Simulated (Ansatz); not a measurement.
The Ansatz input:

```
crystal:
  lattice:
    - [3.2891025716, 0.0, 0.0]
    - [-1.6445512858, 2.8484463827, 0.0]
    - [0.0, 0.0, 24.3993935142]
  atoms:
    - { symbol: Hf, position: [0.3333333333, 0.6666666667, 0.3132490143] }
    - { symbol: C, position: [0.6666666667, 0.3333333333, 0.3602900007] }
    - { symbol: Hf, position: [0.0, 0.0, 0.4198762162] }
    - { symbol: C, position: [0.3333333333, 0.6666666667, 0.4731690101] }
    - { symbol: Hf, position: [0.6666666667, 0.3333333333, 0.527677427] }
    - { symbol: C, position: [0.0, 0.0, 0.582862542] }
    - { symbol: Hf, position: [0.3333333333, 0.6666666667, 0.6381430261] }
    - { symbol: C, position: [0.6666666667, 0.3333333333, 0.6847327636] }
basis:
  ecutwfc: 420
kpoints:
  mp_grid: { grid: [12, 12, 1] }
  band_path:
    path:
      - [0.5, 0, 0]
      - [0, 0, 0]
      - [0.3333333333333, 0.3333333333333, 0]
      - [0.5, 0, 0]
    npoints: 12
hamiltonian:
  xc: pbe
scf:
  occupations: { method: gaussian, width: 0.1 }
  n_extra_bands: 22
output:
  forces: true
  eigenvalues: true
  populations: true
  fatbands: true
  write_density: true
  write_potential: true
  elf: true
  volumetric_format: npy
efield:
  axis: 3
  dipole_correction: true
  ramp_width: 0.04
```

Run as:
```bash
ansatz run input.yaml --threads 2 --pin off --max-ram 5632MiB --backend cpu --events-out ev --progress --plain --runs-dir out
```

What does the potential across the slab give for the work function?

The work function is 6.81 eV at the right face and 4.64 eV at the left. The vacuum level is 2.18 eV higher at the right than at the left, so the slab carries a dipole along its normal; the ramp in the vacuum, at or near the edge of the plot, is the dipole correction that keeps each side flat. The outermost atoms are 9.1 Å apart, which leaves 15.3 Å of vacuum in a cell 24.4 Å high.

Spin-orbit coupling is left out, which matters for Hf.

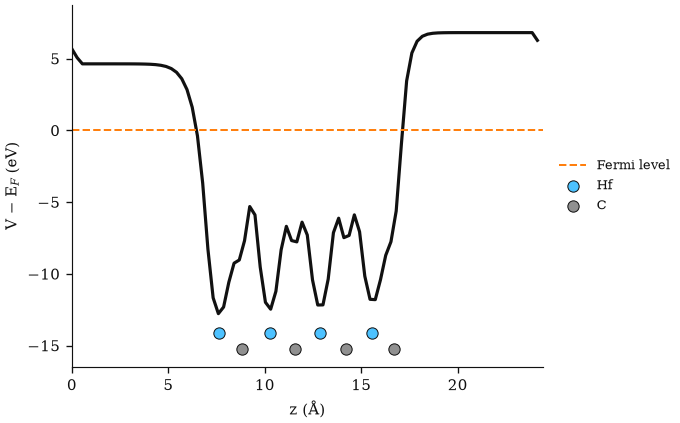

Plane-averaged electrostatic potential energy of an electron across the slab; circles at the bottom mark the heights of the atoms.
